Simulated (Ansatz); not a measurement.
Run report: BSiH3F, geometry relaxation (part 1 of 2)

System: BSiH3F, multiplicity 2.
Method: UKS PBE-D4/def2-SVP (Ansatz 0.2.0).

Figures and captions count atoms from 1; the log counts them from 0 in places.

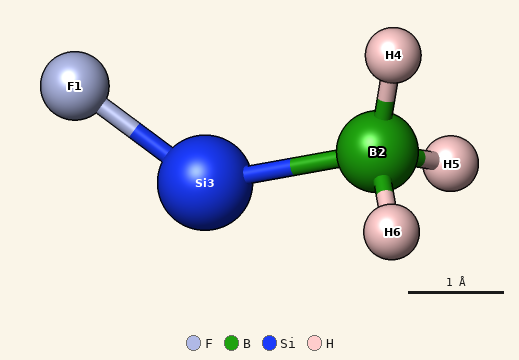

Fig. 1: The starting structure (ball-and-stick view, seen at a tilt; atoms are numbered from 1 in the order of the input).

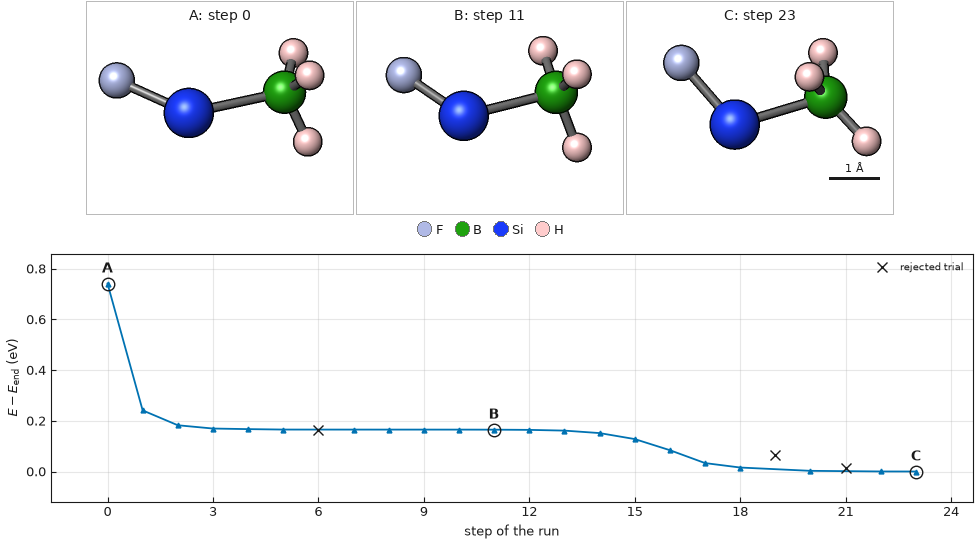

Fig. 2: Frames of the relaxation (ball-and-stick view, seen at a tilt) above the curves, on which the letters mark them (the first geometry is step 0 here and step 1 in the log).

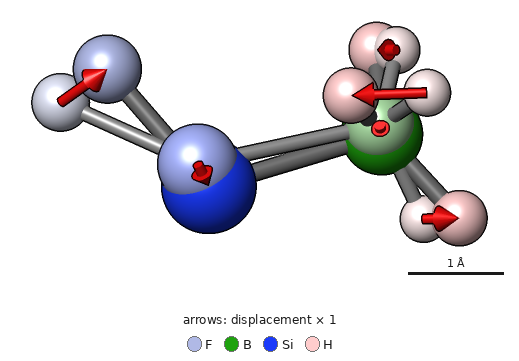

Fig. 3: Start (faint) and end (solid) with the displacements as red arrows, at true length (ball-and-stick view, seen at a tilt). The two geometries are laid on each other by the best rigid fit. H6 moves most after the best rigid fit: 0.81 Å. Largest moves by element: H 0.81 Å, F 0.70 Å, Si 0.31 Å, B 0.21 Å. Distances before and after: B2–H6 1.150 → 1.293 Å, B2–H4 1.150 → 1.217 Å, F1–Si3 1.710 → 1.644 Å, B2–H5 1.150 → 1.212 Å. Among the angles that change: Si3–B2–H6 106.0° → 67.9°, H4–B2–H5 109.2° → 127.0°, F1–Si3–B2 129.7° → 112.3°. After 23 geometry steps the energy has fallen by 0.741 eV. Largest force component: 2 eV/Å at the start, 0.0059 eV/Å at the end. The line search rejected the trial steps at points 6, 19, 21 (counted from 0) and went back. (Atoms are counted from 1 in the order of the input.)

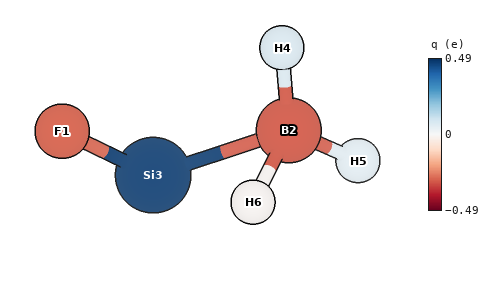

Fig. 4: Mulliken charges, as the colour of each atom (ball-and-stick view, seen at a tilt; atoms are numbered from 1 in the order of the input). By element: F −0.28, B −0.30, Si +0.47 and H −0.01 to +0.06 e.

These pictures come from the run below.

Input file:
```yaml
crystal:
  periodic: [false, false, false]
  atoms:
    - {symbol: F, position_ang: [-0.784204, -2.644020, 0.575177]}
    - {symbol: B, position_ang: [0.060177, 0.548512, -0.176011]}
    - {symbol: Si, position_ang: [0.265980, -1.296127, 0.641514]}
    - {symbol: H, position_ang: [-0.894861, 0.754144, -0.782739]}
    - {symbol: H, position_ang: [0.978371, 0.699842, -0.851672]}
    - {symbol: H, position_ang: [0.120286, 1.291548, 0.699651]}
basis:
  gaussian: {orbitals: def2-SVP}
magnetization: {spin_polarized: true, initial_magnetization: 1}
hamiltonian: {xc: pbe, dispersion: d4}
relax: {f_tol: 0.03, max_steps: 250}
```

Command:
```bash
ansatz run in.yaml --threads 2 --pin off --events-out ev --progress --plain --max-ram 4352MiB
```

What the program printed:
```
Functional definition: PBE
  name "PBE"
  cite "Perdew, Burke & Ernzerhof, Phys. Rev. Lett. 77, 3865 (1996) doi:10.1103/PhysRevLett.77.3865"
  parent pbe
  parameter kappa = 0.804
  parameter beta = 0.06672455060314922
  exchange = pbe_x(kappa = kappa, mu = beta*pi^2/3)
  correlation = pbe_c(beta = beta)
672 factors; their error is unknown
mean field evaluation 1: about -11295.5071 eV, gradient 3.7e1 eV
mean field evaluation 2: about -11222.0158 eV, gradient 8.6e1 eV
mean field evaluation 4: about -11303.9033 eV, gradient 1.6e1 eV
mean field evaluation 8: about -11305.0268 eV, gradient 1.6e-1 eV
mean field evaluation 16: about -11304.9832 eV, gradient 5.4e-5 eV
mean field -11304.98315425 eV, -415.4504681257 hartree, gradient 5.4e-5 eV, S^2 0.753289; 0 other end points of the search recorded, 0 dependent functions left out
the calculation of the forces begins
reference -11304.98318590 eV, -415.4504692888 hartree; 16, 15 occupied and 45, 46 virtual orbitals, 672 factors
relax step   1: F+E_penalty+E_count = -11305.06766473 eV  Δ(F+E_penalty+E_count) = +0.000e0 eV  max|allowed force component| = 1.998e0 eV/Å  Δτ_max = 0.0000 Å  (30 SCF iters, accepted)
these checks for a lower state are left out or cut short: starts, cluster_reference, orbital_swaps, neighbouring_geometries, increment
672 factors; their error is unknown
mean field -11305.48128319 eV, -415.4687740267 hartree, gradient 1.2e-5 eV, S^2 0.753388; 0 other end points of the search recorded, 0 dependent functions left out
[... from here on the field's lines of each further geometry are left out, up to the last ...]
relax step   2: F+E_penalty+E_count = -11305.56778553 eV  Δ(F+E_penalty+E_count) = -5.001e-1 eV  max|allowed force component| = 9.233e-1 eV/Å  Δτ_max = 0.1933 Å  (33 SCF iters, accepted)
relax step   3: F+E_penalty+E_count = -11305.62645251 eV  Δ(F+E_penalty+E_count) = -5.867e-2 eV  max|allowed force component| = 4.335e-1 eV/Å  Δτ_max = 0.1473 Å  (31 SCF iters, accepted)
relax step   4: F+E_penalty+E_count = -11305.63939112 eV  Δ(F+E_penalty+E_count) = -1.294e-2 eV  max|allowed force component| = 1.165e-1 eV/Å  Δτ_max = 0.0307 Å  (30 SCF iters, accepted)
relax step   5: F+E_penalty+E_count = -11305.64169073 eV  Δ(F+E_penalty+E_count) = -2.300e-3 eV  max|allowed force component| = 8.512e-2 eV/Å  Δτ_max = 0.0302 Å  (32 SCF iters, accepted)
relax step   6: F+E_penalty+E_count = -11305.64344843 eV  Δ(F+E_penalty+E_count) = -1.758e-3 eV  max|allowed force component| = 4.323e-2 eV/Å  Δτ_max = 0.0531 Å  (32 SCF iters, accepted)
relax step   7: F+E_penalty+E_count = -11305.64344771 eV  Δ(F+E_penalty+E_count) = +7.200e-7 eV  max|allowed force component| = 3.245e-2 eV/Å  Δτ_max = 0.0083 Å  (33 SCF iters, rejected (line search))
relax step   8: F+E_penalty+E_count = -11305.64354963 eV  Δ(F+E_penalty+E_count) = -1.012e-4 eV  max|allowed force component| = 2.791e-3 eV/Å  Δτ_max = 0.0041 Å  (26 SCF iters, accepted)
relax step   9: F+E_penalty+E_count = -11305.64357918 eV  Δ(F+E_penalty+E_count) = -2.955e-5 eV  max|allowed force component| = 3.356e-3 eV/Å  Δτ_max = 0.0093 Å  (27 SCF iters, accepted)
relax step  10: F+E_penalty+E_count = -11305.64359446 eV  Δ(F+E_penalty+E_count) = -1.528e-5 eV  max|allowed force component| = 7.830e-3 eV/Å  Δτ_max = 0.0033 Å  (25 SCF iters, accepted)
relax step  11: F+E_penalty+E_count = -11305.64365126 eV  Δ(F+E_penalty+E_count) = -5.680e-5 eV  max|allowed force component| = 1.074e-2 eV/Å  Δτ_max = 0.0059 Å  (27 SCF iters, accepted)
relax step  12: F+E_penalty+E_count = -11305.64386658 eV  Δ(F+E_penalty+E_count) = -2.153e-4 eV  max|allowed force component| = 3.086e-2 eV/Å  Δτ_max = 0.0124 Å  (31 SCF iters, accepted)
relax step  13: F+E_penalty+E_count = -11305.64468234 eV  Δ(F+E_penalty+E_count) = -8.158e-4 eV  max|allowed force component| = 3.889e-2 eV/Å  Δτ_max = 0.0217 Å  (32 SCF iters, accepted)
relax step  14: F+E_penalty+E_count = -11305.64756897 eV  Δ(F+E_penalty+E_count) = -2.887e-3 eV  max|allowed force component| = 1.145e-1 eV/Å  Δτ_max = 0.0434 Å  (32 SCF iters, accepted)
relax step  15: F+E_penalty+E_count = -11305.65731785 eV  Δ(F+E_penalty+E_count) = -9.749e-3 eV  max|allowed force component| = 1.126e-1 eV/Å  Δτ_max = 0.0775 Å  (33 SCF iters, accepted)
relax step  16: F+E_penalty+E_count = -11305.68093198 eV  Δ(F+E_penalty+E_count) = -2.361e-2 eV  max|allowed force component| = 3.695e-1 eV/Å  Δτ_max = 0.1351 Å  (37 SCF iters, accepted)
relax step  17: F+E_penalty+E_count = -11305.72480500 eV  Δ(F+E_penalty+E_count) = -4.387e-2 eV  max|allowed force component| = 6.664e-1 eV/Å  Δτ_max = 0.1950 Å  (36 SCF iters, accepted)
relax step  18: F+E_penalty+E_count = -11305.77564622 eV  Δ(F+E_penalty+E_count) = -5.084e-2 eV  max|allowed force component| = 7.359e-1 eV/Å  Δτ_max = 0.1946 Å  (32 SCF iters, accepted)
relax step  19: F+E_penalty+E_count = -11305.79314669 eV  Δ(F+E_penalty+E_count) = -1.750e-2 eV  max|allowed force component| = 4.290e-1 eV/Å  Δτ_max = 0.1627 Å  (32 SCF iters, accepted)
relax step  20: F+E_penalty+E_count = -11305.74455190 eV  Δ(F+E_penalty+E_count) = +4.859e-2 eV  max|allowed force component| = 1.014e0 eV/Å  Δτ_max = 0.1384 Å  (32 SCF iters, rejected (line search))
relax step  21: F+E_penalty+E_count = -11305.80622815 eV  Δ(F+E_penalty+E_count) = -1.308e-2 eV  max|allowed force component| = 1.163e-1 eV/Å  Δτ_max = 0.0581 Å  (32 SCF iters, accepted)
relax step  22: F+E_penalty+E_count = -11305.79413436 eV  Δ(F+E_penalty+E_count) = +1.209e-2 eV  max|allowed force component| = 2.447e-1 eV/Å  Δτ_max = 0.1000 Å  (33 SCF iters, rejected (line search))
relax step  23: F+E_penalty+E_count = -11305.80870667 eV  Δ(F+E_penalty+E_count) = -2.479e-3 eV  max|allowed force component| = 8.195e-2 eV/Å  Δτ_max = 0.0283 Å  (31 SCF iters, accepted)
the calculation of the forces begins
reference -11305.72002840 eV, -415.4775477515 hartree; 16, 15 occupied and 45, 46 virtual orbitals, 672 factors
relax step  24: F+E_penalty+E_count = -11305.80888052 eV  Δ(F+E_penalty+E_count) = -1.739e-4 eV  max|allowed force component| = 5.894e-3 eV/Å  Δτ_max = 0.0060 Å  (32 SCF iters, accepted)
672 factors; their error is unknown
mean field evaluation 192: about -11305.7200 eV, gradient 2.0e-3 eV
mean field -11305.71999787 eV, -415.4775466296 hartree, gradient 6.0e-6 eV, S^2 0.755315; 1 other end points of the search recorded, 0 dependent functions left out
the calculation of the forces begins
reference -11305.72002840 eV, -415.4775477515 hartree; 16, 15 occupied and 45, 46 virtual orbitals, 672 factors
Total energy: -11305.80891105 eV, -415.4808141287 hartree
Atom 0 at    -0.946351    -1.991026     0.922474 Å, force    -0.002490     0.002738    -0.000950 eV/Å
Atom 1 at     0.110588     0.498124    -0.405476 Å, force     0.002068    -0.004631    -0.000292 eV/Å
Atom 2 at     0.444797    -1.253336     0.448578 Å, force     0.005894    -0.000822    -0.000061 eV/Å
Atom 3 at    -0.970646     0.476592    -0.963606 Å, force    -0.004853     0.001174    -0.001117 eV/Å
Atom 4 at     1.112565     1.070240    -0.777400 Å, force    -0.000617     0.000217     0.002462 eV/Å
Atom 5 at    -0.005204     0.553304     0.881349 Å, force    -0.000002     0.001324    -0.000042 eV/Å
Dipole moment:     0.179671    -0.151022     0.102734 e Å
```

Trajectory as extended XYZ (Å, eV, eV/Å), 24 frames, from step=1 to step=24:
```
6
Properties=species:S:1:pos:R:3:forces:R:3 step=1 energy=-11305.06767
F    -0.7842   -2.6440    0.5752    0.9701   1.5561  -0.0574
B     0.0602    0.5485   -0.1760   -0.5197  -1.2701   0.1968
Si    0.2660   -1.2961    0.6415   -0.8856  -0.6413  -0.2449
H    -0.8949    0.7541   -0.7827   -1.8839  -0.3174  -0.9209
H     0.9784    0.6998   -0.8517    1.9808  -0.2299  -0.9714
H     0.1203    1.2915    0.6997    0.3383   0.9027   1.9978
6
Properties=species:S:1:pos:R:3:forces:R:3 step=2 energy=-11305.56779
F    -0.7956   -2.4659    0.5009    0.7411   0.9233   0.0575
B     0.0470    0.5681   -0.1908   -0.4651   0.0201  -0.2652
Si    0.3209   -1.2115    0.6396   -0.7540  -0.8143  -0.1061
H    -1.0116    0.6029   -0.7896   -0.1858  -0.2486  -0.0079
H     1.0544    0.6117   -0.8621    0.5010  -0.0568  -0.1447
H     0.1307    1.2487    0.8079    0.1629   0.1762   0.4665
6
Properties=species:S:1:pos:R:3:forces:R:3 step=3 energy=-11305.62645
F    -0.8069   -2.3674    0.4572    0.1792   0.2776  -0.0068
B     0.0400    0.5996   -0.2067   -0.2007  -0.0268  -0.1010
Si    0.3215   -1.1699    0.6240   -0.1308  -0.4335   0.0931
H    -1.0590    0.4659   -0.7636    0.3012   0.0814   0.1356
H     1.0957    0.5884   -0.8533   -0.1062   0.0726  -0.0032
H     0.1545    1.2372    0.8483   -0.0428   0.0287  -0.1177
6
Properties=species:S:1:pos:R:3:forces:R:3 step=4 energy=-11305.63939
F    -0.8184   -2.3537    0.4457    0.0094   0.0352  -0.0081
B     0.0442    0.5794   -0.1967    0.0078   0.1165  -0.0406
Si    0.3303   -1.1954    0.6386   -0.0111  -0.1011   0.0324
H    -1.0434    0.4594   -0.7525    0.0681  -0.0278   0.0483
H     1.0855    0.6089   -0.8623   -0.0556   0.0014   0.0174
H     0.1476    1.2553    0.8332   -0.0185  -0.0243  -0.0494
```
